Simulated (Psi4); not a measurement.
**C2H5S− (SMILES CC[S-]) at 3 levels**

We compute a comparison of 3 runs (M06-L/def2-SVPD, PBE0/def2-SVPD, r2SCAN/def2-SVPD) of C2H5S−. 

Program for the calculation: Psi4 1.11.

1 further run of the same task is left out (set aside as unsound or not needed).

## (1) The molecule

C2H5S− has 8 atoms, charge -1, and is taken as a singlet. SMILES: `CC[S-]`. The C1–H6 distance was set to 1.962 Å, away from the relaxed value. At this shape a bond of the SMILES string is far longer than usual.

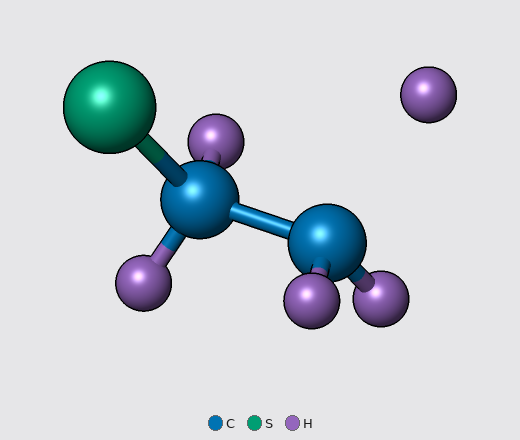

Viewed from a chosen angle; carbon blue, sulfur teal, hydrogen purple.

## (2) A single-point energy at M06-L/def2-SVPD (run 1)

job.py

```python
import psi4

psi4.set_memory(1600000000)
psi4.set_num_threads(1)
psi4.core.set_output_file('output.dat', False)

m = psi4.geometry("""
-1 1
C     -0.342125    -0.008685    -0.938600
C      0.409075    -1.214165    -0.384160
S      2.031545    -0.768135     0.274860
H     -1.324295    -0.293175    -1.334400
H      0.239275     0.452335    -1.736660
H     -0.591690     1.325270     0.477650
H      0.540375    -1.962575    -1.180810
H     -0.185755    -1.680865     0.416110
symmetry c1
no_reorient
no_com
""")

options = {'puream': True, 'e_convergence': 1e-09, 'd_convergence': 1e-08, 'scf_type': 'pk', 'dft_radial_points': 99, 'dft_spherical_points': 590}
psi4.set_options(options)

E, wfn = psi4.energy('m06-l/def2-SVPD', return_wfn=True)
psi4.oeprop(wfn, 'DIPOLE', 'QUADRUPOLE', 'WIBERG_LOWDIN_INDICES', title='M06-L')
print(f'total energy {E:.8f} hartree = {E * 27.211386:.5f} eV')
```

On the command line:

```console
python job.py
```

output.dat:

```text
[...]
  Running in c1 symmetry.
[...]
  Nuclear repulsion =   95.931860661891790
[...]
  Multiplicity = 1
[...]
  Nalpha       = 17
  Nbeta        = 17
[...]
    Number of basis functions: 107
[...]
   @RKS iter   1:  -476.55277119862615   -4.74576e-02   8.47043e-03 DIIS/ADIIS
[...]
   @RKS iter  16:  -477.12986864464619   -2.33058e-12   9.10038e-09 DIIS
[...]
    Orbital Energies [Eh]
    ---------------------
    Doubly Occupied:
       1A    -88.219365     2A     -9.937087     3A     -9.905867
       4A     -7.612033     5A     -5.528242     6A     -5.518578
       7A     -5.517935     8A     -0.553013     9A     -0.425442
      10A     -0.331926    11A     -0.233912    12A     -0.214012
      13A     -0.171662    14A     -0.099376    15A     -0.081631
      16A      0.035069    17A      0.036553
[...]
  @RKS Final Energy:  -477.12986864464619
   => Energetics <=
    Nuclear Repulsion Energy =             95.9318606618917897
    One-Electron Energy =                -853.0599323084180696
    Two-Electron Energy =                 318.4090930772889578
    DFT Exchange-Correlation Energy =     -38.4108900754089078
    Empirical Dispersion Energy =           0.0000000000000000
    VV10 Nonlocal Energy =                  0.0000000000000000
    Total Energy =                       -477.1298686446461943
[...]
 Multipole Moments:
 ------------------------------------------------------------------------------------
     Multipole            Electronic (a.u.)      Nuclear  (a.u.)        Total (a.u.)
 ------------------------------------------------------------------------------------
 L = 1.  Multiply by 2.5417464519 to convert [e a0] to [Debye]
 Dipole X            :        -62.7676450           59.6857336           -3.0819114
 Dipole Y            :         41.8281318          -41.1700836            0.6580482
 Dipole Z            :         12.3765786          -13.0332710           -0.6566924
 Magnitude           :                                                    3.2190760
 L = 2.  Multiply by 1.3450342976 to convert [e a0^2] to [Debye ang]
 Quadrupole XX       :       -289.7385216          250.7914888          -38.9470329
 Quadrupole XY       :        109.5906280         -103.4403780            6.1502500
[...]
```

On the terminal:

```text
total energy -477.12986864 hartree = -12983.36503 eV
```

It took 42 s on 1 thread of Intel Xeon 6975P-C (Granite Rapids), shared host; peak memory 0.63 GiB.

## (3) The energy at PBE0/def2-SVPD (run 2)

job.in

```
memory 1600 MB

molecule {
  -1 1
  C     -0.64652255    -0.01641227    -1.77369694
  C      0.77303971    -2.29443932    -0.72595719
  S      3.83906366    -1.45156478     0.51941012
  H     -2.50255486    -0.55402046    -2.52165054
  H      0.45216422     0.85478927    -3.28181177
  H     -1.11813205     2.50439734     0.90262768
  H      1.02116075    -3.70872925    -2.23140751
  H     -0.35102608    -3.17637450     0.78633394
  units au
  symmetry c1
  no_reorient
  no_com
}

set {
  basis def2-SVPD
  puream true
  e_convergence 1e-09
  d_convergence 1e-08
  scf_type pk
  dft_radial_points 99
  dft_spherical_points 590
}

energy('pbe0')
```

On the command line:

```console
psi4 -n 1 job.in job.out
```

job.out:

```text
[...]
  Running in c1 symmetry.
[...]
  Nuclear repulsion =   95.931860678637491
[...]
  Multiplicity = 1
[...]
  Nalpha       = 17
  Nbeta        = 17
[...]
    Number of basis functions: 107
[...]
   @RKS iter   1:  -476.44568750302955   -1.77904e-01   7.53210e-03 ADIIS/DIIS
[...]
   @RKS iter  13:  -476.90718397492503   -9.89075e-12   6.30008e-09 DIIS
[...]
    Orbital Energies [Eh]
    ---------------------
    Doubly Occupied:
       1A    -88.737036     2A    -10.121343     3A    -10.082772
       4A     -7.732821     5A     -5.676437     6A     -5.668502
       7A     -5.668302     8A     -0.618043     9A     -0.486548
      10A     -0.388374    11A     -0.288539    12A     -0.266147
      13A     -0.221676    14A     -0.141190    15A     -0.119355
      16A     -0.003364    17A     -0.002638
[...]
  @RKS Final Energy:  -476.90718397492503
   => Energetics <=
    Nuclear Repulsion Energy =             95.9318606786374914
    One-Electron Energy =                -852.7492517842123334
    Two-Electron Energy =                 308.7763966042765560
    DFT Exchange-Correlation Energy =     -28.8661894736267222
    Empirical Dispersion Energy =           0.0000000000000000
    VV10 Nonlocal Energy =                  0.0000000000000000
    Total Energy =                       -476.9071839749250330
[...]
 Multipole Moments:
 ------------------------------------------------------------------------------------
     Multipole            Electronic (a.u.)      Nuclear  (a.u.)        Total (a.u.)
 ------------------------------------------------------------------------------------
 L = 1.  Multiply by 2.5417464519 to convert [e a0] to [Debye]
 Dipole X            :        -62.9777257           59.6857335           -3.2919922
 Dipole Y            :         41.9554710          -41.1700836            0.7853874
 Dipole Z            :         12.3579223          -13.0332711           -0.6753487
 Magnitude           :                                                    3.4511073
[...]
```

It took 19 s on 1 thread of Intel Xeon 6975P-C (Granite Rapids), shared host; peak memory 0.63 GiB.

## (4) The energy at r2SCAN/def2-SVPD (run 3)

job.inp

```
memory 1600 mb

molecule system {
  -1 1
  C     -0.342125    -0.008685    -0.938600
  C      0.409075    -1.214165    -0.384160
  S      2.031545    -0.768135     0.274860
  H     -1.324295    -0.293175    -1.334400
  H      0.239275     0.452335    -1.736660
  H     -0.591690     1.325270     0.477650
  H      0.540375    -1.962575    -1.180810
  H     -0.185755    -1.680865     0.416110
  symmetry c1
  no_reorient
  no_com
}

set basis def2-SVPD
set puream true
set e_convergence 1e-09
set d_convergence 1e-08
set scf_type pk
set dft_radial_points 99
set dft_spherical_points 590

energy_value, wavefunction = energy('r2scan', return_wfn=True)
oeprop(wavefunction, 'DIPOLE', 'MULLIKEN_CHARGES', 'MAYER_INDICES', title='R2SCAN')
```

On the command line:

```console
psi4 job.inp job.out -n 1
```

job.out:

```text
[...]
  Running in c1 symmetry.
[...]
  Nuclear repulsion =   95.931860661891790
[...]
  Multiplicity = 1
[...]
  Nalpha       = 17
  Nbeta        = 17
[...]
    Number of basis functions: 107
[...]
   @RKS iter   1:  -476.48706233551047   -1.52512e-02   8.55045e-03 ADIIS/DIIS
[...]
   @RKS iter  14:  -477.06943258662994   -3.35376e-12   2.62486e-09 DIIS
[...]
    Orbital Energies [Eh]
    ---------------------
    Doubly Occupied:
       1A    -88.257359     2A     -9.929574     3A     -9.899538
       4A     -7.586339     5A     -5.538932     6A     -5.530475
       7A     -5.529962     8A     -0.561443     9A     -0.433957
      10A     -0.339780    11A     -0.243584    12A     -0.222290
      13A     -0.178882    14A     -0.107302    15A     -0.087120
      16A      0.026220    17A      0.026880
[...]
  @RKS Final Energy:  -477.06943258662994
   => Energetics <=
    Nuclear Repulsion Energy =             95.9318606618917897
    One-Electron Energy =                -852.6727061016474636
    Two-Electron Energy =                 317.9714234893718867
    DFT Exchange-Correlation Energy =     -38.3000106362460926
    Empirical Dispersion Energy =           0.0000000000000000
    VV10 Nonlocal Energy =                  0.0000000000000000
    Total Energy =                       -477.0694325866299437
[...]
 Multipole Moments:
 ------------------------------------------------------------------------------------
     Multipole            Electronic (a.u.)      Nuclear  (a.u.)        Total (a.u.)
 ------------------------------------------------------------------------------------
 L = 1.  Multiply by 2.5417464519 to convert [e a0] to [Debye]
 Dipole X            :        -62.8880361           59.6857336           -3.2023025
 Dipole Y            :         41.8865523          -41.1700836            0.7164688
 Dipole Z            :         12.3643713          -13.0332710           -0.6688997
 Magnitude           :                                                    3.3489544
[...]
  Mulliken Charges: (a.u.)
   Center  Symbol    Alpha    Beta     Spin     Total
       1     C     2.94656  2.94656  0.00000  0.10688
       2     C     3.09821  3.09821  0.00000 -0.19642
       3     S     8.45252  8.45252  0.00000 -0.90505
       4     H     0.55301  0.55301  0.00000 -0.10601
       5     H     0.54495  0.54495  0.00000 -0.08990
       6     H     0.45686  0.45686  0.00000  0.08628
       7     H     0.46863  0.46863  0.00000  0.06273
       8     H     0.47926  0.47926  0.00000  0.04148
   Total alpha = 17.00000, Total beta = 17.00000, Total charge = -1.00000
[...]
```

Wall time 41 s (1 thread of Intel Xeon 6975P-C (Granite Rapids), shared host); peak memory 0.62 GiB.

## (5) All runs side by side

| run | level | energy (Eh) | HOMO energy (eV) | LUMO energy (eV) | HOMO–LUMO gap (eV) | wall time |
| --- | --- | --- | --- | --- | --- | --- |
| 1 | M06-L/def2-SVPD | -477.129869 | 0.99 | 2.13 | 1.13 | 42 s |
| 2 | PBE0/def2-SVPD | -476.907184 | -0.07 | 2.70 | 2.77 | 19 s |
| 3 | r2SCAN/def2-SVPD | -477.069433 | 0.73 | 2.01 | 1.28 | 41 s |

## (6) What came out

| quantity | value |
| --- | --- |
| run 3: total energy | -477.06943 Eh |
| run 3: HOMO energy | 0.73 eV |
| run 3: LUMO energy | 2.01 eV |
| run 3: HOMO–LUMO gap (to an unbound level, set by the basis) | 1.28 eV |

What this shows: The HOMO–LUMO gap runs from 1.13 eV (M06-L/def2-SVPD) to 2.77 eV (PBE0/def2-SVPD). The empty levels of an anion lie above zero and hang on the basis. Totals of different functionals can't be ranked against each other. In runs 1, 3 the HOMO lies above zero, so the outermost electron may be held by the basis alone. All runs together took 1.7 min, the longest 42 s.
